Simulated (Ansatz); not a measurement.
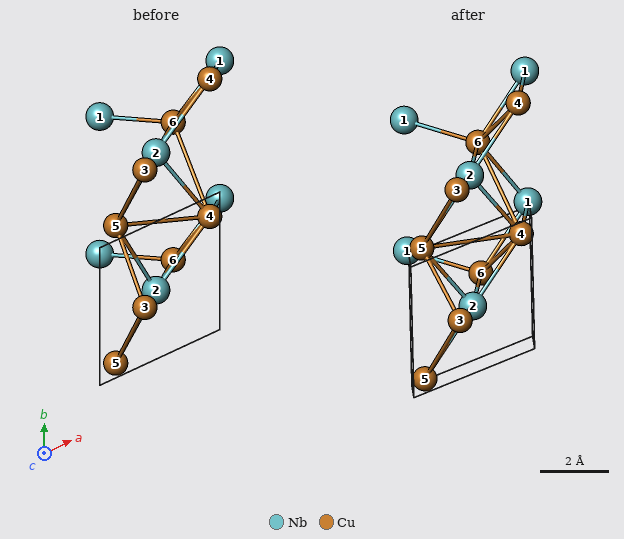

The structure of solid NbCu₂ (a generated structure, set up in P1) (coarse preliminary run) before (left) and after (right) a relaxation, at one scale.

A ball-and-stick model of the cell of the calculation, reduced to other axes, repeated 1 × 2 × 1 with one cell outlined, seen along the c axis. Lengths and directions refer to the drawn axes.

These are results of DFT PBE, scalar-relativistic, plane waves, PAW in Ansatz 0.2.0, not measurements. Set-up: plane-wave cutoff 420 eV; k-point mesh 6 × 6 × 6; occupations gaussian; smearing width 0.2 eV; no spin polarisation; cell and atoms relaxed; force threshold 0.025 eV/Å; at most 60 steps.

Describe what moved and what it gained.

Answer. The run was cut off at its time limit before the relaxation converged, so the last structure is only a point on the way. The largest move relative to the cell is that of Nb1, 0.30 Å roughly along [−1 3 0]. Largest moves by element: Nb 0.30 Å, Cu 0.23 Å. The drawn cell changes as follows: a 4.037 → 3.964 Å (−1.8 %), b 4.211 → 3.964 Å (−5.9 %), c 7.302 → 7.295 Å (−0.1 %), α 74.1° → 79.0°, β 74.9° → 76.1°, γ 62.4° → 66.8°; the volume changes by −2.7 %. Near-neighbour distances that change, for instance: Cu4–Cu5 3.012 → 2.689 Å, Cu3–Cu6 2.953 → 3.261 Å, Cu3–Cu6 (another image) 2.934 → 3.238 Å, Nb1–Cu6 2.866 → 2.564 Å. The space group stays P1 (No. 1). Over 2 geometry steps the energy falls by 1.332 eV per cell of the calculation. The largest force component goes from 3.2 to 0.26 eV/Å. The pressure goes from 3.78 to 0.52 GPa.
